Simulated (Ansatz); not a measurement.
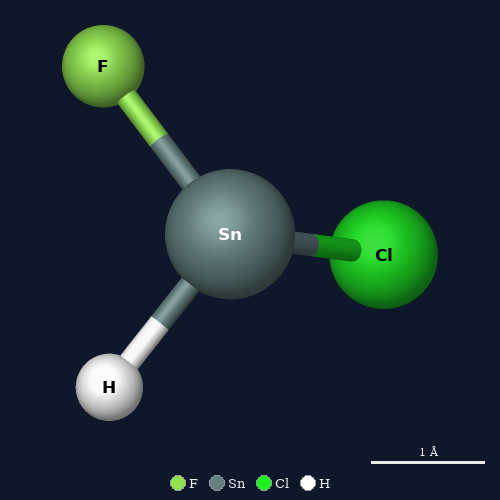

Rendered structure (ball-and-stick style).

Charge 0, doublet.

Question: Count the atoms of each element.

Answer: ClFHSn, 4 atoms: 1 chlorine, 1 fluorine, 1 hydrogen and 1 tin.

Question: Give the symmetry (Schoenflies symbol).

Answer: C1.

More results for the same structure follow; atom numbers are the same in all pictures, views and colours differ. Computed geometry: PBE0-D4/def2-TZVP optimisation.

Electronic properties

Method: UKS BLYP-D4/def2-TZVPP, core potentials on Sn (Ansatz 0.2.0).

Question: Give the HOMO energy (Kohn–Sham orbital) at this level.

Answer: −6.05 eV.

Question: Estimate the ⟨S²⟩ of the determinant.

Answer: 0.753.

Vibrations

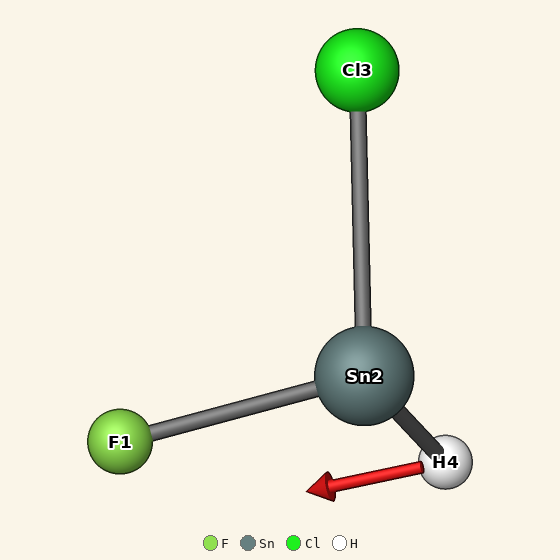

The arrows show one normal mode. Harmonic vibrations computed with UKS PBE0-D4/def2-TZVP, core potentials on Sn (Ansatz 0.2.0) at a stationary point of the same level.

Question: What kind of motion is it?

Answer: Mostly F–Sn–H bending.

Question: Estimate its harmonic wavenumber.

Answer: 496 cm⁻¹; it is mode 4 of 6 counted from the lowest.

Charges

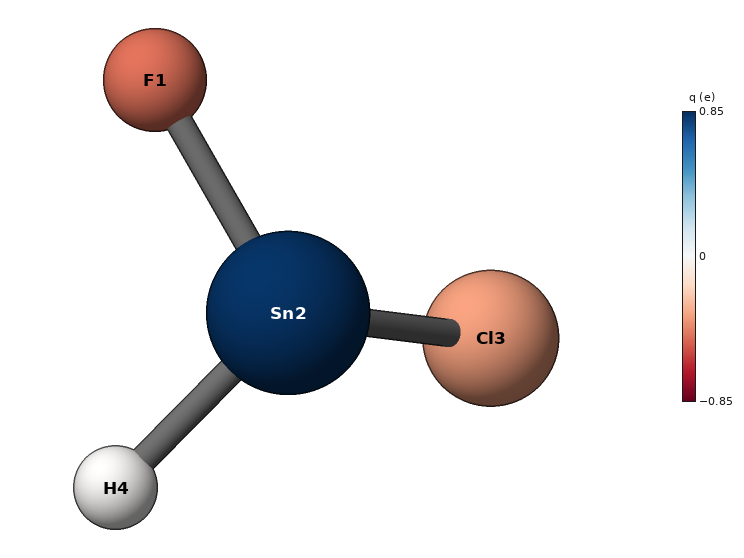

Atoms are coloured by their Mulliken charges. Method: UKS PBE0-D4/def2-TZVP, core potentials on Sn (Ansatz 0.2.0).

Give the Mulliken charges atom by atom.

```csv
atom,value (e)
F1,−0.47
Sn2,0.83
Cl3,−0.35
H4,−0.01
```

Mulliken values depend strongly on the basis set and can even reverse the polarity of a bond.
